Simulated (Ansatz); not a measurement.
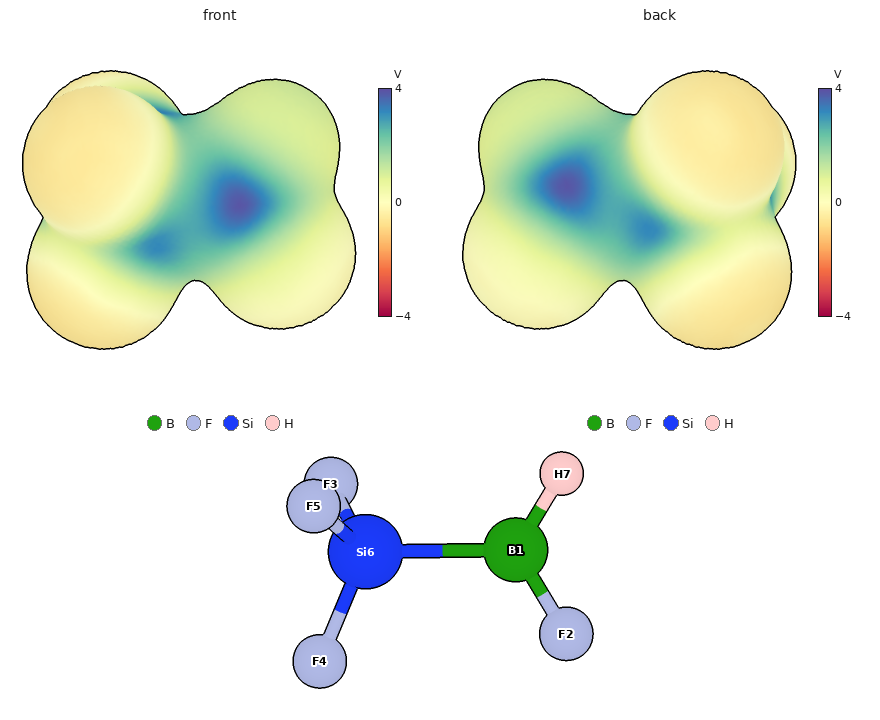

Figure 1: BF$_{4}$HSi (SMILES FB[Si](F)(F)F). The molecular electrostatic potential painted on the density surface at 0.004 e/bohr³, seen from the front and from behind; red is negative and blue positive. The bare structure is drawn below in the same view.

Geometry: B3LYP-D3(BJ)/def2-SVP.

Method: Ansatz 0.2.0, isolated molecule in a Gaussian basis; Kohn-Sham density functional theory, functional PBE0.

```xyz
7

B     0.8107   -0.0353   -0.2001
F     1.0548    0.5366    0.9609
F    -0.8646    0.8753   -2.5124
F     0.7472    2.6839   -1.5853
F     1.6823    0.7010   -2.9717
Si    0.5900    1.1052   -1.8577
H     0.7260   -1.2393   -0.2331
```

> Describe the electrostatic potential map.

The most negative region (about −0.6 V) lies over F3, F4 and F5, the most positive (about +3.7 V) over B1.
